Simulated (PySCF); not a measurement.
# GeH4P: the cost of one run

The runs use PySCF 2.14.0, with density-fitted response routines of our own; the level of theory stands in each step. All values are computed, except where a source is named. Atoms are numbered from 0 throughout.

**1. The starting structure**

6 atoms, charge -1, multiplicity 1; geometry from: GFN2-xTB.

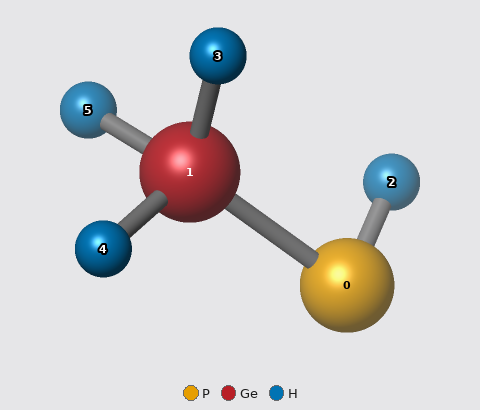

The starting geometry (phosphorus amber, germanium red, hydrogen blue), atoms numbered.

**2. Ultraviolet spectrum: PBE0/def2-SVPD**

The job: settings as JSON, then the geometry in Å.

```
{"job": {"kind": "uv", "xc": "PBE0", "basis": "def2-SVPD", "nstates": 8, "ntriplets": 3}, "charge": -1, "multiplicity": 1}
P      1.596381    -0.871388    -0.336540
Ge    -0.428449    -0.024404    -0.031322
H      2.177026     0.245951     0.189703
H     -0.930752     0.328474     1.394608
H     -1.555260    -0.959430    -0.486594
H     -0.855824     1.282788    -0.751430
```

Method: TDDFT PBE0/def2-SVPD, vertical, gas phase, core orbitals frozen in the response.

Started as:

```bash
> OMP_NUM_THREADS=1 python probes_run.py task.json out
```

This one command runs all jobs of the session in turn.

**Question.** How long does this first job take on 1 thread of Arm Neoverse V1, shared host, and how much memory does it need?

About 4.1 s, with a peak of 0.38 GiB.
